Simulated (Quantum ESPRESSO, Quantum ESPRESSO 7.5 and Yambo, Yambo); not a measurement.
**BaTiO3 (P4mm): G0W0 with Yambo, start to end**

Wanted: ground state, empty states, screening and self-energy for BaTiO3 (P4mm).

Method: PBE and many-body steps on it, plane waves, in Quantum ESPRESSO 7.5 and Yambo 5.3.0.

The database entry behind the starting cell differs from later determinations by our own check (c/a about 0.6 % short), so it need not match the best structure at ambient conditions.

## 1. The starting structure

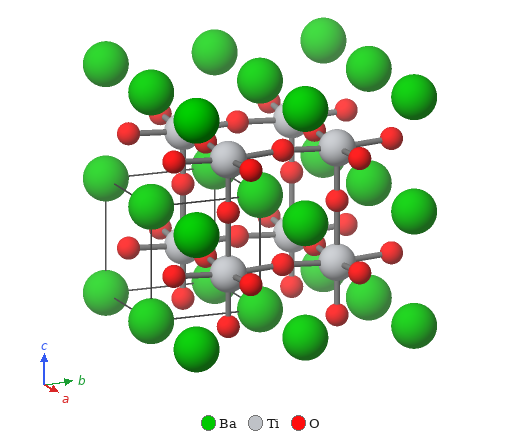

The starting structure, seen slightly off an axis (barium green, titanium light grey, oxygen red). 2×2×2 cells are drawn. Some periodic images of atoms are drawn too.

Geometry: measured (diffraction); atoms relaxed with PBE. The runs that relaxed it are not among those shown. Spin-orbit coupling is left out unless a step names it.

## 2. Ground state

This step: Quantum ESPRESSO 7.5; DFT, PBE, plane waves, norm-conserving pseudopotentials.

The ground-state density comes first.

pw.in reads:

```
&control
  calculation = 'scf'
  prefix = 'x'
  outdir = 'o'
  pseudo_dir = 'pseudo'
/
&system
  ibrav = 0
  nat = 5
  ntyp = 3
  ecutwfc = 76.0
  nbnd = 26
  force_symmorphic = .true.
/
&electrons
  conv_thr = 1e-10
  electron_maxstep = 80
  mixing_beta = 0.5
/
ATOMIC_SPECIES
  Ba 137.33 Ba.upf
  Ti 47.867 Ti.upf
  O 15.999 O.upf
CELL_PARAMETERS angstrom
  3.9998000000 0.0000000000 0.0000000000
  0.0000000000 3.9998000000 0.0000000000
  0.0000000000 0.0000000000 4.0180000000
ATOMIC_POSITIONS crystal
  Ba 0.0000000000 0.0000000000 0.0007198620
  Ti 0.5000000000 0.5000000000 0.4856287400
  O 0.5000000000 0.5000000000 0.0253430211
  O 0.5000000000 0.0000000000 0.5156541884
  O 0.0000000000 0.5000000000 0.5156541884
K_POINTS automatic
  6 6 6 0 0 0
```

Launch:

```console
> OMP_NUM_THREADS=1 mpirun -n 8 pw.x -nk 8 -in pw.in > pw.out
```

The log of the run:

```text
Program PWSCF v.7.5 starts

     This program is part of the open-source Quantum ESPRESSO suite
     for quantum simulation of materials; please cite
         "P. Giannozzi et al., J. Phys.:Condens. Matter 21 395502 (2009);
         "P. Giannozzi et al., J. Phys.:Condens. Matter 29 465901 (2017);
         "P. Giannozzi et al., J. Chem. Phys. 152 154105 (2020);
     in publications or presentations arising from this work. More details at
     Message from routine setup:
     using ibrav=0 with symmetry is DISCOURAGED, use correct ibrav instead

     G-vector sticks info

     bravais-lattice index     =            0
     lattice parameter (alat)  =       7.5585  a.u.
     unit-cell volume          =     433.7935 (a.u.)^3
     number of atoms/cell      =            5
     number of atomic types    =            3
     number of electrons       =        40.00
     number of Kohn-Sham states=           26
     kinetic-energy cutoff     =      76.0000  Ry
     charge density cutoff     =     304.0000  Ry
     scf convergence threshold =      1.0E-10
     mixing beta               =       0.5000
     number of iterations used =            8  plain     mixing
     Exchange-correlation= PBE
                           (   1   4   3   4   0   0   0)

     celldm(1)=   7.558527  celldm(2)=   0.000000  celldm(3)=   0.000000
     celldm(4)=   0.000000  celldm(5)=   0.000000  celldm(6)=   0.000000

     crystal axes: (cart. coord. in units of alat)
               a(1) = (   1.000000   0.000000   0.000000 )
               a(2) = (   0.000000   1.000000   0.000000 )
               a(3) = (   0.000000   0.000000   1.004550 )

     reciprocal axes: (cart. coord. in units 2 pi/alat)
               b(1) = (  1.000000  0.000000  0.000000 )
               b(2) = (  0.000000  1.000000  0.000000 )
               b(3) = (  0.000000  0.000000  0.995470 )
     Pseudo is Norm-conserving + core correction, Zval = 10.0
     Generated using ONCVPSP code by D. R. Hamann
     Using radial grid of 1958 points,  6 beta functions with:
     Pseudo is Norm-conserving + core correction, Zval = 12.0
     Generated using ONCVPSP code by D. R. Hamann
     Using radial grid of 1586 points,  6 beta functions with:
     Pseudo is Norm-conserving + core correction, Zval =  6.0
     Generated using ONCVPSP code by D. R. Hamann
     Using radial grid of  936 points,  5 beta functions with:
     Ba               10.00   137.33000     Ba( 1.00)
     Ti               12.00    47.86700     Ti( 1.00)
     O                 6.00    15.99900     O ( 1.00)

      8 Sym. Ops. (no inversion) found

   Cartesian axes

     site n.     atom                  positions (alat units)
         1        Ba     tau(   1) = (   0.0000000   0.0000000   0.0007231  )
         2        Ti     tau(   2) = (   0.5000000   0.5000000   0.4878385  )
         3        O      tau(   3) = (   0.5000000   0.5000000   0.0254583  )
         4        O      tau(   4) = (   0.5000000   0.0000000   0.5180005  )
         5        O      tau(   5) = (   0.0000000   0.5000000   0.5180005  )

     number of k points=    40
                       cart. coord. in units 2pi/alat
        k(    1) = (   0.0000000   0.0000000   0.0000000), wk =   0.0092593
        k(    2) = (   0.0000000   0.0000000   0.1659117), wk =   0.0185185
        k(    3) = (   0.0000000   0.0000000   0.3318235), wk =   0.0185185
        k(    4) = (   0.0000000   0.0000000  -0.4977352), wk =   0.0092593
        k(    5) = (   0.0000000   0.1666667   0.0000000), wk =   0.0370370
        k(    6) = (   0.0000000   0.1666667   0.1659117), wk =   0.0740741
        k(    7) = (   0.0000000   0.1666667   0.3318235), wk =   0.0740741
        k(    8) = (   0.0000000   0.1666667  -0.4977352), wk =   0.0370370
        k(    9) = (   0.0000000   0.3333333   0.0000000), wk =   0.0370370
        k(   10) = (   0.0000000   0.3333333   0.1659117), wk =   0.0740741
     [... 28 further rows ...]
        k(   39) = (  -0.5000000  -0.5000000   0.3318235), wk =   0.0185185
        k(   40) = (  -0.5000000  -0.5000000  -0.4977352), wk =   0.0092593

     Dense  grid:    38811 G-vectors     FFT dimensions: (  45,  45,  45)

     Initial potential from superposition of free atoms

     starting charge      39.9818, renormalised to      40.0000
     Starting wfcs are   27 randomized atomic wfcs

     per-process dynamical memory:    40.2 Mb

     Self-consistent Calculation

     iteration #  1     ecut=    76.00 Ry     beta= 0.50

     total energy              =    -273.97979895 Ry
     estimated scf accuracy    <       1.91702433 Ry

     iteration #  2     ecut=    76.00 Ry     beta= 0.50

     total energy              =    -273.50294289 Ry
     estimated scf accuracy    <       6.51554355 Ry

     iteration #  3     ecut=    76.00 Ry     beta= 0.50

     total energy              =    -274.78934687 Ry
     estimated scf accuracy    <       0.33236779 Ry

     iteration #  4     ecut=    76.00 Ry     beta= 0.50

     total energy              =    -274.73648116 Ry
     estimated scf accuracy    <       0.14223118 Ry

     iteration #  5     ecut=    76.00 Ry     beta= 0.50

     total energy              =    -274.77301276 Ry
     estimated scf accuracy    <       0.01723475 Ry

     iteration #  6     ecut=    76.00 Ry     beta= 0.50

     total energy              =    -274.77155038 Ry
     estimated scf accuracy    <       0.00695911 Ry

     iteration #  7     ecut=    76.00 Ry     beta= 0.50

     total energy              =    -274.77220493 Ry
     estimated scf accuracy    <       0.00021829 Ry

     iteration #  8     ecut=    76.00 Ry     beta= 0.50

     total energy              =    -274.77229256 Ry
     estimated scf accuracy    <       0.00014547 Ry

     iteration #  9     ecut=    76.00 Ry     beta= 0.50

     total energy              =    -274.77228739 Ry
     estimated scf accuracy    <       0.00003233 Ry

     iteration # 10     ecut=    76.00 Ry     beta= 0.50

     total energy              =    -274.77229307 Ry
     estimated scf accuracy    <       0.00000012 Ry

     iteration # 11     ecut=    76.00 Ry     beta= 0.50

     total energy              =    -274.77229313 Ry
     estimated scf accuracy    <       0.00000002 Ry

     iteration # 12     ecut=    76.00 Ry     beta= 0.50

     total energy              =    -274.77229313 Ry
     estimated scf accuracy    <          5.2E-09 Ry

     iteration # 13     ecut=    76.00 Ry     beta= 0.50

     total energy              =    -274.77229313 Ry
     estimated scf accuracy    <          1.3E-10 Ry

     iteration # 14     ecut=    76.00 Ry     beta= 0.50

     End of self-consistent calculation

          k = 0.0000 0.0000 0.0000 (  4929 PWs)   bands (ev):

   -46.0800 -22.3758 -22.3131 -22.3131 -14.4232  -6.4520  -5.8243  -5.7142
     0.4096   0.4096   0.4207   8.0705   8.0945   8.0945   9.0796   9.0796
     9.2764  10.0332  10.0862  10.0862  12.2714  12.5874  12.5874  14.5046
    14.6920  15.4288

          k = 0.0000 0.0000 0.1659 (  4865 PWs)   bands (ev):

   -46.0798 -22.3885 -22.3126 -22.3126 -14.3952  -6.4493  -5.8231  -5.7059
     0.4479   0.4479   0.5294   7.6085   8.0178   8.0178   8.8181   8.8181
     9.0519   9.5288   9.9893   9.9893  12.3082  13.0028  13.0028  14.5035
    15.3019  15.9192

          k = 0.0000 0.0000 0.3318 (  4857 PWs)   bands (ev):

   -46.0793 -22.4138 -22.3116 -22.3116 -14.3382  -6.5478  -5.6974  -5.6890
     0.5274   0.5274   0.7436   6.7350   7.7900   7.7900   8.4864   8.4864
     8.6632   8.8001   9.8061   9.8061  12.3842  13.7417  13.7417  14.5043
    16.2053  17.2198

          k = 0.0000 0.0000-0.4977 (  4878 PWs)   bands (ev):

     [... further k-points ...]

     highest occupied, lowest unoccupied level (ev):    10.4265   12.2714

!    total energy              =    -274.77229313 Ry
     estimated scf accuracy    <          4.9E-12 Ry

     The total energy is the sum of the following terms:
     one-electron contribution =     -71.79379384 Ry
     hartree contribution      =      59.93794807 Ry
     xc contribution           =     -56.12026592 Ry
     ewald contribution        =    -206.79618144 Ry

     convergence has been achieved in  14 iterations

     XML data file, charge density, pseudopotentials, collected wavefunctions

=------------------------------------------------------------------------------=
   JOB DONE.
=------------------------------------------------------------------------------=
```

Run time: 9.6 s. Hardware: 8 MPI ranks of Intel Xeon 6975P-C (Granite Rapids), shared host; peak memory 0.71 GiB; 74 s of CPU time.

Numbers from this step:

```
total energy               : -3738.4675 eV
gap                        : 1.845 eV
k of the valence top       : -0.5, -0.5, -0.5
k of the conduction bottom : 0, 0, 0
least direct gap           : 2.185 eV
```

The gap is indirect, with the least direct gap 0.34 eV higher.

## 3. Bands along the symmetry lines

The cheap functional maps the bands first; the places of the edges decide which points the dearer methods must see.

pw.in reads:

```
&control
  calculation = 'bands'
  prefix = 'x'
  outdir = 'o'
  pseudo_dir = 'pseudo'
/
&system
  ibrav = 0
  nat = 5
  ntyp = 3
  ecutwfc = 76.0
  nbnd = 26
  force_symmorphic = .true.
/
&electrons
  conv_thr = 1e-9
  electron_maxstep = 80
  diago_full_acc = .true.
  diago_thr_init = 5e-6
/
ATOMIC_SPECIES
  Ba 137.33 Ba.upf
  Ti 47.867 Ti.upf
  O 15.999 O.upf
CELL_PARAMETERS angstrom
  3.9998000000 0.0000000000 0.0000000000
  0.0000000000 3.9998000000 0.0000000000
  0.0000000000 0.0000000000 4.0180000000
ATOMIC_POSITIONS crystal
  Ba 0.0000000000 0.0000000000 0.0007198620
  Ti 0.5000000000 0.5000000000 0.4856287400
  O 0.5000000000 0.5000000000 0.0253430211
  O 0.5000000000 0.0000000000 0.5156541884
  O 0.0000000000 0.5000000000 0.5156541884
K_POINTS crystal
  75
  0.00000000 0.00000000 0.00000000 1
  0.00000000 0.06250000 0.00000000 1
  0.00000000 0.12500000 0.00000000 1
  0.00000000 0.18750000 0.00000000 1
  0.00000000 0.25000000 0.00000000 1
  0.00000000 0.31250000 0.00000000 1
  0.00000000 0.37500000 0.00000000 1
  0.00000000 0.43750000 0.00000000 1
  0.00000000 0.50000000 0.00000000 1
  0.06250000 0.50000000 0.00000000 1
  0.12500000 0.50000000 0.00000000 1
  0.18750000 0.50000000 0.00000000 1
  0.25000000 0.50000000 0.00000000 1
  0.31250000 0.50000000 0.00000000 1
  0.37500000 0.50000000 0.00000000 1
  0.43750000 0.50000000 0.00000000 1
  0.50000000 0.50000000 0.00000000 1
  0.43750000 0.43750000 0.00000000 1
  0.37500000 0.37500000 0.00000000 1
  0.31250000 0.31250000 0.00000000 1
  0.25000000 0.25000000 0.00000000 1
  0.18750000 0.18750000 0.00000000 1
  0.12500000 0.12500000 0.00000000 1
  0.06250000 0.06250000 0.00000000 1
  0.00000000 0.00000000 0.00000000 1
  0.00000000 0.00000000 0.06250000 1
  0.00000000 0.00000000 0.12500000 1
  0.00000000 0.00000000 0.18750000 1
  0.00000000 0.00000000 0.25000000 1
  0.00000000 0.00000000 0.31250000 1
  0.00000000 0.00000000 0.37500000 1
  0.00000000 0.00000000 0.43750000 1
  0.00000000 0.00000000 0.50000000 1
  0.00000000 0.06250000 0.50000000 1
  0.00000000 0.12500000 0.50000000 1
  0.00000000 0.18750000 0.50000000 1
  0.00000000 0.25000000 0.50000000 1
  0.00000000 0.31250000 0.50000000 1
  0.00000000 0.37500000 0.50000000 1
  0.00000000 0.43750000 0.50000000 1
  0.00000000 0.50000000 0.50000000 1
  0.06250000 0.50000000 0.50000000 1
  0.12500000 0.50000000 0.50000000 1
  0.18750000 0.50000000 0.50000000 1
  0.25000000 0.50000000 0.50000000 1
  0.31250000 0.50000000 0.50000000 1
  0.37500000 0.50000000 0.50000000 1
  0.43750000 0.50000000 0.50000000 1
  0.50000000 0.50000000 0.50000000 1
  0.43750000 0.43750000 0.50000000 1
  0.37500000 0.37500000 0.50000000 1
  0.31250000 0.31250000 0.50000000 1
  0.25000000 0.25000000 0.50000000 1
  0.18750000 0.18750000 0.50000000 1
  0.12500000 0.12500000 0.50000000 1
  0.06250000 0.06250000 0.50000000 1
  0.00000000 0.00000000 0.50000000 1
  0.00000000 0.50000000 0.00000000 1
  0.00000000 0.50000000 0.06250000 1
  0.00000000 0.50000000 0.12500000 1
  0.00000000 0.50000000 0.18750000 1
  0.00000000 0.50000000 0.25000000 1
  0.00000000 0.50000000 0.31250000 1
  0.00000000 0.50000000 0.37500000 1
  0.00000000 0.50000000 0.43750000 1
  0.00000000 0.50000000 0.50000000 1
  0.50000000 0.50000000 0.00000000 1
  0.50000000 0.50000000 0.06250000 1
  0.50000000 0.50000000 0.12500000 1
  0.50000000 0.50000000 0.18750000 1
  0.50000000 0.50000000 0.25000000 1
  0.50000000 0.50000000 0.31250000 1
  0.50000000 0.50000000 0.37500000 1
  0.50000000 0.50000000 0.43750000 1
  0.50000000 0.50000000 0.50000000 1
```

The log of the run:

```text
[banner, memory and clock lines left out]
Program PWSCF v.7.5 starts

     Atomic positions and unit cell read from directory:
     o/x.save/

     Message from routine setup:
     using ibrav=0 with symmetry is DISCOURAGED, use correct ibrav instead

     G-vector sticks info

     bravais-lattice index     =            0
     lattice parameter (alat)  =       7.5585  a.u.
     unit-cell volume          =     433.7935 (a.u.)^3
     number of atoms/cell      =            5
     number of atomic types    =            3
     number of electrons       =        40.00
     number of Kohn-Sham states=           26
     kinetic-energy cutoff     =      76.0000  Ry
     charge density cutoff     =     304.0000  Ry
     Exchange-correlation= PBE
                           (   1   4   3   4   0   0   0)

     celldm(1)=   7.558527  celldm(2)=   0.000000  celldm(3)=   0.000000
     celldm(4)=   0.000000  celldm(5)=   0.000000  celldm(6)=   0.000000

     crystal axes: (cart. coord. in units of alat)
               a(1) = (   1.000000   0.000000   0.000000 )
               a(2) = (   0.000000   1.000000   0.000000 )
               a(3) = (   0.000000   0.000000   1.004550 )

     reciprocal axes: (cart. coord. in units 2 pi/alat)
               b(1) = (  1.000000  0.000000  0.000000 )
               b(2) = (  0.000000  1.000000  0.000000 )
               b(3) = (  0.000000  0.000000  0.995470 )
     Pseudo is Norm-conserving + core correction, Zval = 10.0
     Generated using ONCVPSP code by D. R. Hamann
     Using radial grid of 1958 points,  6 beta functions with:
     Pseudo is Norm-conserving + core correction, Zval = 12.0
     Generated using ONCVPSP code by D. R. Hamann
     Using radial grid of 1586 points,  6 beta functions with:
     Pseudo is Norm-conserving + core correction, Zval =  6.0
     Generated using ONCVPSP code by D. R. Hamann
     Using radial grid of  936 points,  5 beta functions with:
     Ba               10.00   137.33000     Ba( 1.00)
     Ti               12.00    47.86700     Ti( 1.00)
     O                 6.00    15.99900     O ( 1.00)

      8 Sym. Ops. (no inversion) found

   Cartesian axes

     site n.     atom                  positions (alat units)
         1        Ba     tau(   1) = (   0.0000000   0.0000000   0.0007231  )
         2        Ti     tau(   2) = (   0.5000000   0.5000000   0.4878385  )
         3        O      tau(   3) = (   0.5000000   0.5000000   0.0254583  )
         4        O      tau(   4) = (   0.5000000   0.0000000   0.5180005  )
         5        O      tau(   5) = (   0.0000000   0.5000000   0.5180005  )

     number of k points=    75
                       cart. coord. in units 2pi/alat
        k(    1) = (   0.0000000   0.0000000   0.0000000), wk =   0.0266667
        k(    2) = (   0.0000000   0.0625000   0.0000000), wk =   0.0266667
        k(    3) = (   0.0000000   0.1250000   0.0000000), wk =   0.0266667
[...]
[... 63 further rows ...]
        k(   74) = (   0.5000000   0.5000000   0.4355183), wk =   0.0266667
        k(   75) = (   0.5000000   0.5000000   0.4977352), wk =   0.0266667

     Dense  grid:    38811 G-vectors     FFT dimensions: (  45,  45,  45)

     The potential is recalculated from file :
     o/x.save/charge-density

     Starting wfcs are   27 randomized atomic wfcs

     Band Structure Calculation

     End of band structure calculation

          k = 0.0000 0.0000 0.0000 (  4929 PWs)   bands (ev):

   -46.0800 -22.3758 -22.3130 -22.3130 -14.4232  -6.4520  -5.8243  -5.7142
     0.4096   0.4096   0.4207   8.0705   8.0945   8.0945   9.0796   9.0796
     9.2765  10.0333  10.0863  10.0863  12.2715  12.5874  12.5874  14.5046
    14.6921  15.4290

          k = 0.0000 0.0625 0.0000 (  4885 PWs)   bands (ev):

[...]
14.7391  15.5077

          k = 0.0000 0.1250 0.0000 (  4865 PWs)   bands (ev):

[...]
14.9889  15.7268

[...]
k = 0.5000 0.5000 0.4355 (  4804 PWs)   bands (ev):

[...]
17.2641  17.2642

          k = 0.5000 0.5000 0.4977 (  4800 PWs)   bands (ev):

[...]
-0.3027  -0.3027  -0.2642   5.9458   6.5644   6.6508   7.9432   7.9432
     8.0334  10.2872  10.2872  10.4265  14.6558  14.6784  14.6784  16.9384
    17.1675  18.1095

     XML data file, pseudopotentials, collected wavefunctions
```

Wall time 7.2 s (8 MPI ranks); peak memory 0.58 GiB; 55 s of CPU time.

This step gave:

```
gap                        : 1.845 eV
k of the valence top       : 0.5, 0.5, 0.5
k of the conduction bottom : 0, 0, 0
least direct gap           : 2.185 eV
```

The gap is 1.845 eV, as in the run before at this level.

Electronic bands along the path, in eV, zero at the top of the highest filled band:

```csv
point,band 17,band 18,band 19,band 20,band 21,band 22,band 23,band 24
Γ,-1.15,-0.39,-0.34,-0.34,1.84,2.16,2.16,4.08
X,-1.82,-1.66,-1.05,-0.92,2.28,3.55,3.61,4.19
M,-1.81,-1.04,-1.04,-0.07,3.63,3.63,4.00,4.78
Γ,-1.15,-0.39,-0.34,-0.34,1.84,2.16,2.16,4.08
Z,-1.94,-1.92,-0.70,-0.70,2.00,3.66,3.66,4.08
R,-1.74,-0.90,-0.88,-0.21,3.58,3.68,4.01,4.92
A,-2.39,-0.14,-0.14,0.00,4.23,4.25,4.25,6.51
Z,-1.94,-1.92,-0.70,-0.70,2.00,3.66,3.66,4.08
jump to X,-1.82,-1.66,-1.05,-0.92,2.28,3.55,3.61,4.19
R,-1.74,-0.90,-0.88,-0.21,3.58,3.68,4.01,4.92
jump to M,-1.81,-1.04,-1.04,-0.07,3.63,3.63,4.00,4.78
A,-2.39,-0.14,-0.14,0.00,4.23,4.25,4.25,6.51
```

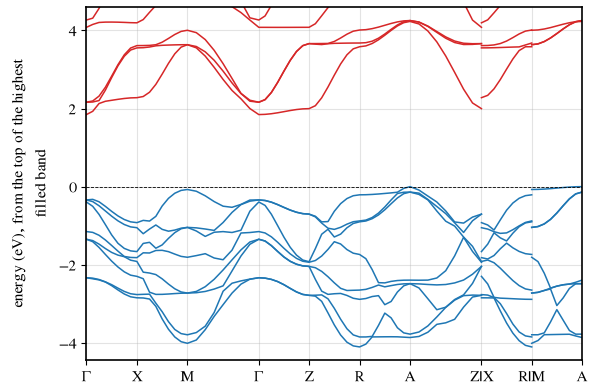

Electronic bands along the path; lines of filled and empty bands in two colours.

[end of part 1 of 3]

[Paths, hosts, dates, memory and timing lines, banners, echoed tables and standing remarks are left out of the program output.]

[Logs are printed without paths, hosts, clocks, repeated set-up lines and the standing remarks that a program may print on its own settings, such as how far it seeks lower states.]

[Runs of the session that timed out or met a known fault of the program may be left out.]

[Hosts, paths, dates, database ids (printed as entryN), source tags and the programs' standing remarks are cut or masked in the printed files.]
